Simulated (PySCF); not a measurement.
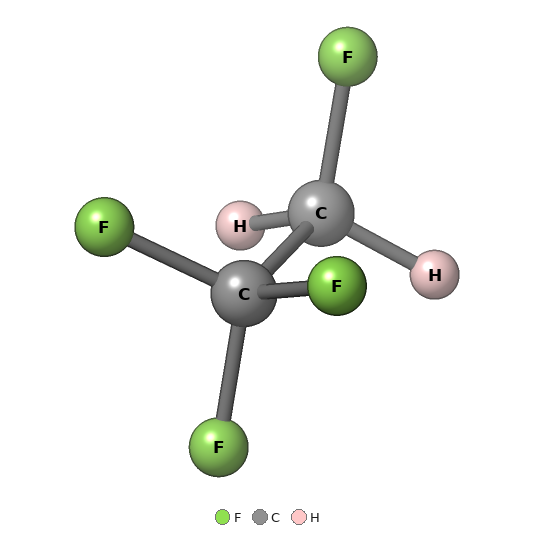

Depth is shown by fading: the farther an atom, the more it takes the colour of the background. The computed structure is the end point of a PBE0-D3(BJ)/def2-SVP optimisation. No frequency run is at hand to confirm it as a minimum.

**Which symmetry elements does this geometry have?**

It has 1 mirror plane, so the point group is Cs. The group has 2 operations. The geometry is achiral, and symmetry allows a dipole moment.
